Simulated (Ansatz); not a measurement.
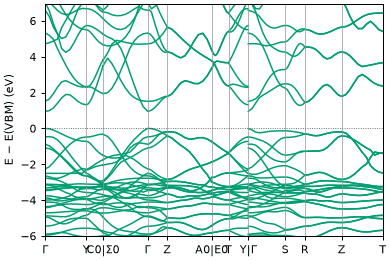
*Band structure from DFT-PBEsol in the program Ansatz with PAW potentials*

### Question
Read off the gap and where the band edges lie.

### Answer
About 1.0 eV (0.95 eV by a search for the band edges); maximum at Γ, minimum at Γ.

The material is Ag2S in space group Cmcm (No. 63; Ag on 4a, Ag on 4c, S on 4c).

The workflow started from a Materials Project entry (that database holds measured and hypothetical structures alike); the Crystallography Open Database copy checked does not list it. COD files the formula under space group No. 4, 14, so this cell is another polymorph or a model. Its standing as an ambient phase is unchecked. The cell was relaxed with PBEsol under the symmetry of its start; of distortions, only those at the zone centre were tested. The run is not spin-polarised. Scalar-relativistic: spin–orbit coupling is off unless named, which matters more the heavier the elements.

Potentials: the later of the program's two PAW sets.
